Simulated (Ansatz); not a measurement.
**C2H9ClOSi2: geometry relaxation (part 1 of 2)**

The run: geometry relaxation of C2H9ClOSi2. Method and program: RKS PBE-D4/6-31G* (Ansatz 0.2.0).

It belongs to a series of runs on one base structure; here: end point A relaxed. Figures and captions count atoms from 1; the log counts them from 0 in places.

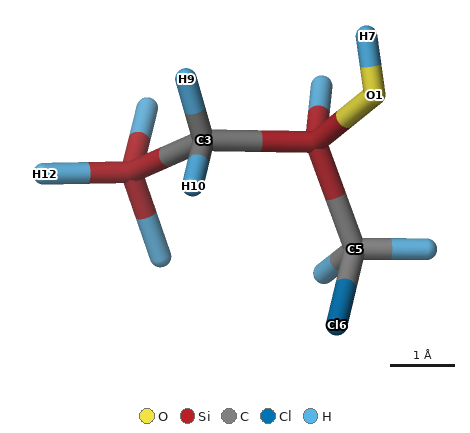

*The structure as given in the input (stick view, seen at a tilt; atoms are numbered from 1 in the order of the input).*

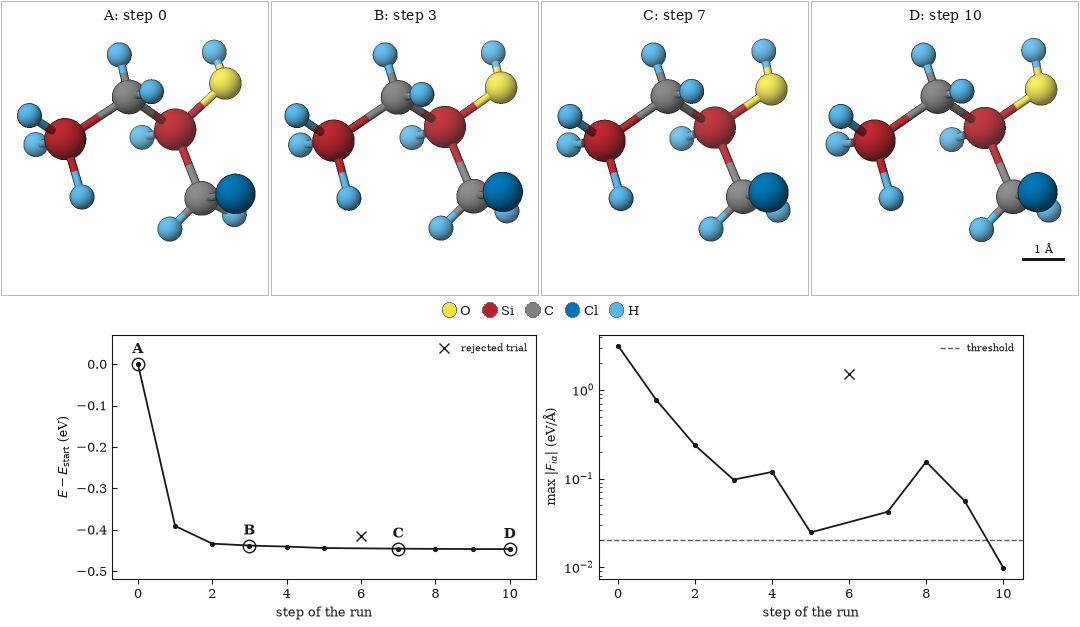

*Frames of the relaxation (ball-and-stick view, seen at a tilt) above the curves, on which the letters mark them (the first geometry is step 0 here and step 1 in the log).*

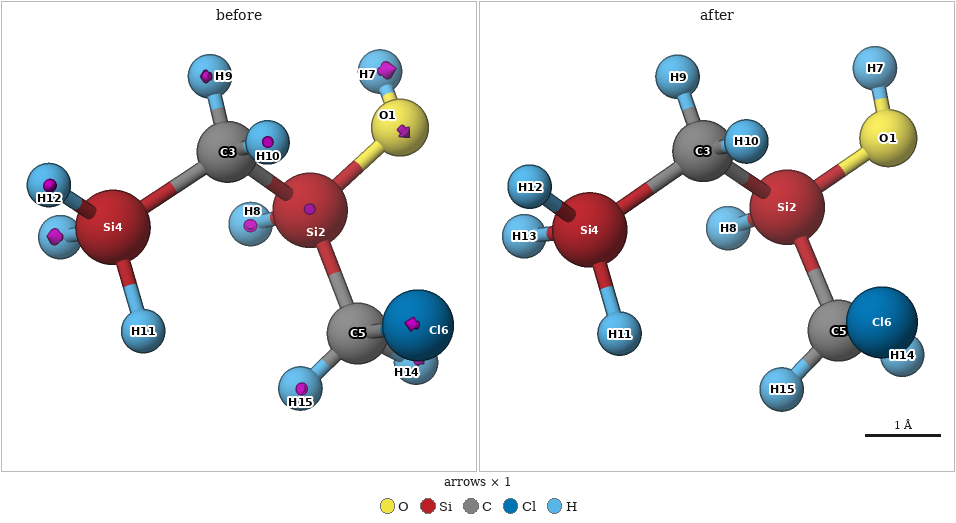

*Before (left) and after (right) the relaxation, at one scale (ball-and-stick view, seen at a tilt). The pink arrows give the displacements, at true length.*

The energy falls by 0.447 eV in 10 geometry steps. The largest force component goes from 3.2 to 0.0099 eV/Å. The line search rejected the trial step at point 6 (counted from 0) and went back. The largest move after the best rigid fit is that of H7, 0.32 Å. Largest moves by element: H 0.32 Å, Cl 0.21 Å, O 0.21 Å, Si 0.14 Å, C 0.07 Å. Among the contacts that change: Si4–H12 1.426 → 1.501 Å, Si4–H13 1.558 → 1.502 Å, Si2–C5 1.849 → 1.898 Å, Si2–H8 1.461 → 1.509 Å. Among the angles that change: O1–Si2–C5 114.1° → 104.8°, O1–Si2–C3 108.2° → 113.9°, O1–Si2–H8 105.9° → 111.0°. (Atoms are counted from 1 in the order of the input.)

The input and output of the run follow.

**Input**
```yaml
crystal:
  periodic: [false, false, false]
  atoms:
    - { symbol: O, position_ang: [-1.2745, -1.614, 1.5429] }
    - { symbol: Si, position_ang: [-0.8164, -0.4669, 0.3849] }
    - { symbol: C, position_ang: [0.9509, -0.7396, -0.0243] }
    - { symbol: Si, position_ang: [1.4642, 0.2546, -1.5174] }
    - { symbol: C, position_ang: [-1.2224, 1.2773, 0.8461] }
    - { symbol: Cl, position_ang: [-0.1729, 1.8292, 2.1958] }
    - { symbol: H, position_ang: [-1.2983, -2.4998, 1.2666] }
    - { symbol: H, position_ang: [-1.5675, -0.7952, -0.8242] }
    - { symbol: H, position_ang: [1.1696, -1.7883, -0.1506] }
    - { symbol: H, position_ang: [1.6167, -0.4472, 0.8582] }
    - { symbol: H, position_ang: [1.1083, 1.688, -1.28] }
    - { symbol: H, position_ang: [2.8456, 0.0924, -1.8329] }
    - { symbol: H, position_ang: [0.5475, -0.1886, -2.697] }
    - { symbol: H, position_ang: [-2.2858, 1.3793, 1.2227] }
    - { symbol: H, position_ang: [-1.0869, 1.968, 0.0386] }
basis:
  gaussian: { orbitals: "6-31G*" }
hamiltonian:
  xc: pbe
  dispersion: d4
relax:
  f_tol: 0.02
  max_steps: 50
```

Launch command:
```bash
ansatz run input.yaml --threads 2 --pin off --max-ram 3072MiB --backend cpu --events-out ev --progress --plain --runs-dir out
```

**What the program printed**
```
The last accepted step is kept in [file] (removed where the run ends without a failure and the disk answers)
Engine: ansatz 0.2.0, x86_64-unknown-linux-gnu
Functional definition: PBE
  parameter kappa = 0.804
  parameter beta = 0.06672455060314922
  exchange = pbe_x(kappa = kappa, mu = beta*pi^2/3)
  correlation = pbe_c(beta = beta)
1508 factors; their error is unknown
mean field evaluation 1: about -32513.0618 eV, gradient 8.0e1 eV
mean field evaluation 2: about -32482.9216 eV, gradient 1.4e2 eV
mean field evaluation 4: about -32526.1054 eV, gradient 1.2e1 eV
mean field evaluation 8: about -32526.3945 eV, gradient 2.2e-1 eV
mean field evaluation 16: about -32526.2818 eV, gradient 3.4e-4 eV
mean field -32526.28176314 eV, -1195.3188076897 hartree, gradient 3.2e-5 eV, S^2 0.000000; 0 other end points of the search recorded, 0 dependent functions left out
the calculation of the forces begins
reference -32526.28180319 eV, -1195.3188091616 hartree; 37, 37 occupied and 83, 83 virtual orbitals, 1508 factors
relax step   1: F+E_penalty+E_count = -32526.69815050 eV  Δ(F+E_penalty+E_count) = +0.000e0 eV  max|allowed force component| = 3.160e0 eV/Å  Δτ_max = 0.0000 Å  (29 SCF iters, accepted)
these checks for a lower state are left out or cut short: starts, cluster_reference, orbital_swaps, neighbouring_geometries, increment
1508 factors; their error is unknown
mean field -32526.67520633 eV, -1195.3332664605 hartree, gradient 1.2e-5 eV, S^2 0.000000; 0 other end points of the search recorded, 0 dependent functions left out
the calculation of the forces begins
reference -32526.67524676 eV, -1195.3332679462 hartree; 37, 37 occupied and 83, 83 virtual orbitals, 1508 factors
relax step   2: F+E_penalty+E_count = -32527.08909036 eV  Δ(F+E_penalty+E_count) = -3.909e-1 eV  max|allowed force component| = 7.652e-1 eV/Å  Δτ_max = 0.1815 Å  (28 SCF iters, accepted)
these checks for a lower state are left out or cut short: starts, cluster_reference, orbital_swaps, neighbouring_geometries, increment
1508 factors; their error is unknown
mean field evaluation 32: about -32526.7210 eV, gradient 9.9e-6 eV
mean field -32526.72100766 eV, -1195.3349496281 hartree, gradient 9.9e-6 eV, S^2 0.000000; 0 other end points of the search recorded, 0 dependent functions left out
the calculation of the forces begins
reference -32526.72104818 eV, -1195.3349511171 hartree; 37, 37 occupied and 83, 83 virtual orbitals, 1508 factors
relax step   3: F+E_penalty+E_count = -32527.13158475 eV  Δ(F+E_penalty+E_count) = -4.249e-2 eV  max|allowed force component| = 2.371e-1 eV/Å  Δτ_max = 0.0622 Å  (30 SCF iters, accepted)
these checks for a lower state are left out or cut short: starts, cluster_reference, orbital_swaps, neighbouring_geometries, increment
1508 factors; their error is unknown
mean field -32526.72455663 eV, -1195.3350800506 hartree, gradient 1.0e-5 eV, S^2 0.000000; 0 other end points of the search recorded, 0 dependent functions left out
the calculation of the forces begins
reference -32526.72459715 eV, -1195.3350815395 hartree; 37, 37 occupied and 83, 83 virtual orbitals, 1508 factors
relax step   4: F+E_penalty+E_count = -32527.13622718 eV  Δ(F+E_penalty+E_count) = -4.642e-3 eV  max|allowed force component| = 9.707e-2 eV/Å  Δτ_max = 0.0348 Å  (31 SCF iters, accepted)
these checks for a lower state are left out or cut short: starts, cluster_reference, orbital_swaps, neighbouring_geometries, increment
1508 factors; their error is unknown
mean field -32526.72537322 eV, -1195.3351100597 hartree, gradient 1.0e-5 eV, S^2 0.000000; 0 other end points of the search recorded, 0 dependent functions left out
the calculation of the forces begins
reference -32526.72541374 eV, -1195.3351115487 hartree; 37, 37 occupied and 83, 83 virtual orbitals, 1508 factors
relax step   5: F+E_penalty+E_count = -32527.13868704 eV  Δ(F+E_penalty+E_count) = -2.460e-3 eV  max|allowed force component| = 1.186e-1 eV/Å  Δτ_max = 0.0440 Å  (31 SCF iters, accepted)
these checks for a lower state are left out or cut short: starts, cluster_reference, orbital_swaps, neighbouring_geometries, increment
1508 factors; their error is unknown
mean field -32526.72848742 eV, -1195.3352245042 hartree, gradient 9.3e-6 eV, S^2 0.000000; 0 other end points of the search recorded, 0 dependent functions left out
the calculation of the forces begins
reference -32526.72852802 eV, -1195.3352259963 hartree; 37, 37 occupied and 83, 83 virtual orbitals, 1508 factors
relax step   6: F+E_penalty+E_count = -32527.14221078 eV  Δ(F+E_penalty+E_count) = -3.524e-3 eV  max|allowed force component| = 2.465e-2 eV/Å  Δτ_max = 0.0724 Å  (30 SCF iters, accepted)
these checks for a lower state are left out or cut short: starts, cluster_reference, orbital_swaps, neighbouring_geometries, increment
1508 factors; their error is unknown
mean field -32526.69796295 eV, -1195.3341027506 hartree, gradient 2.6e-5 eV, S^2 0.000000; 0 other end points of the search recorded, 0 dependent functions left out
the calculation of the forces begins
reference -32526.69800355 eV, -1195.3341042426 hartree; 37, 37 occupied and 83, 83 virtual orbitals, 1508 factors
relax step   7: F+E_penalty+E_count = -32527.11384477 eV  Δ(F+E_penalty+E_count) = +2.837e-2 eV  max|allowed force component| = 1.524e0 eV/Å  Δτ_max = 0.1843 Å  (28 SCF iters, rejected (line search))
these checks for a lower state are left out or cut short: starts, cluster_reference, orbital_swaps, neighbouring_geometries, increment
1508 factors; their error is unknown
mean field evaluation 64: about -32526.7295 eV, gradient 2.5e-1 eV
mean field -32526.72961296 eV, -1195.3352658672 hartree, gradient 9.9e-6 eV, S^2 0.000000; 0 other end points of the search recorded, 0 dependent functions left out
the calculation of the forces begins
reference -32526.72965355 eV, -1195.3352673586 hartree; 37, 37 occupied and 83, 83 virtual orbitals, 1508 factors
relax step   8: F+E_penalty+E_count = -32527.14371477 eV  Δ(F+E_penalty+E_count) = -1.504e-3 eV  max|allowed force component| = 4.209e-2 eV/Å  Δτ_max = 0.0638 Å  (30 SCF iters, accepted)
these checks for a lower state are left out or cut short: starts, cluster_reference, orbital_swaps, neighbouring_geometries, increment
1508 factors; their error is unknown
mean field -32526.73006827 eV, -1195.3352825992 hartree, gradient 1.0e-5 eV, S^2 0.000000; 0 other end points of the search recorded, 0 dependent functions left out
the calculation of the forces begins
reference -32526.73010886 eV, -1195.3352840911 hartree; 37, 37 occupied and 83, 83 virtual orbitals, 1508 factors
relax step   9: F+E_penalty+E_count = -32527.14424341 eV  Δ(F+E_penalty+E_count) = -5.286e-4 eV  max|allowed force component| = 1.546e-1 eV/Å  Δτ_max = 0.0499 Å  (30 SCF iters, accepted)
these checks for a lower state are left out or cut short: starts, cluster_reference, orbital_swaps, neighbouring_geometries, increment
1508 factors; their error is unknown
mean field -32526.73046185 eV, -1195.3352970632 hartree, gradient 1.5e-5 eV, S^2 0.000000; 0 other end points of the search recorded, 0 dependent functions left out
the calculation of the forces begins
reference -32526.73050245 eV, -1195.3352985551 hartree; 37, 37 occupied and 83, 83 virtual orbitals, 1508 factors
relax step  10: F+E_penalty+E_count = -32527.14464525 eV  Δ(F+E_penalty+E_count) = -4.018e-4 eV  max|allowed force component| = 5.567e-2 eV/Å  Δτ_max = 0.0051 Å  (24 SCF iters, accepted)
these checks for a lower state are left out or cut short: starts, cluster_reference, orbital_swaps, neighbouring_geometries, increment
1508 factors; their error is unknown
mean field -32526.73066518 eV, -1195.3353045356 hartree, gradient 1.1e-5 eV, S^2 0.000000; 0 other end points of the search recorded, 0 dependent functions left out
the calculation of the forces begins
reference -32526.73070578 eV, -1195.3353060274 hartree; 37, 37 occupied and 83, 83 virtual orbitals, 1508 factors
relax step  11: F+E_penalty+E_count = -32527.14481883 eV  Δ(F+E_penalty+E_count) = -1.736e-4 eV  max|allowed force component| = 9.878e-3 eV/Å  Δτ_max = 0.0169 Å  (31 SCF iters, accepted)
1508 factors; their error is unknown
mean field evaluation 96: about -32526.8449 eV, gradient 6.6e-1 eV
mean field -32526.73066518 eV, -1195.3353045356 hartree, gradient 1.3e-5 eV, S^2 0.000000; 1 other end points of the search recorded, 0 dependent functions left out
the calculation of the forces begins
reference -32526.73070578 eV, -1195.3353060274 hartree; 37, 37 occupied and 83, 83 virtual orbitals, 1508 factors
Total energy: -32527.14485943 eV, -1195.3505258932 hartree
Atom 0 at    -1.436367    -1.504625     1.617597 Å, force     0.000083     0.005092    -0.005788 eV/Å
Atom 1 at    -0.906738    -0.556269     0.333897 Å, force     0.006484    -0.003204     0.007270 eV/Å
Atom 2 at     0.915540    -0.773842    -0.073043 Å, force    -0.009878     0.001248    -0.003241 eV/Å
Atom 3 at     1.490406     0.300186    -1.524954 Å, force    -0.000518    -0.003370     0.002963 eV/Å
Atom 4 at    -1.254374     1.229048     0.875730 Å, force     0.004257     0.000654    -0.004604 eV/Å
Atom 5 at    -0.011752     1.820195     2.061653 Å, force    -0.002056     0.001111     0.001329 eV/Å
Atom 6 at    -1.190533    -2.446809     1.562407 Å, force     0.001985    -0.002055    -0.000388 eV/Å
Atom 7 at    -1.728805    -0.813681    -0.904788 Å, force    -0.000493     0.000785    -0.001372 eV/Å
Atom 8 at     1.134805    -1.829663    -0.318595 Å, force     0.002191    -0.002620    -0.001643 eV/Å
Atom 9 at     1.504878    -0.509203     0.823620 Å, force     0.001626     0.000347     0.000800 eV/Å
Atom 10 at     1.161046     1.743644    -1.281490 Å, force     0.001681     0.000188    -0.002178 eV/Å
Atom 11 at     2.972066     0.182669    -1.735956 Å, force    -0.000985     0.002085     0.002583 eV/Å
Atom 12 at     0.803866    -0.125077    -2.791030 Å, force    -0.001978    -0.000059     0.001311 eV/Å
Atom 13 at    -2.237338     1.311085     1.365860 Å, force    -0.001135     0.001103     0.002651 eV/Å
Atom 14 at    -1.238601     1.921541     0.018491 Å, force    -0.001265    -0.001307     0.000307 eV/Å
Dipole moment:    -0.034520    -0.437142    -0.245127 e Å
```
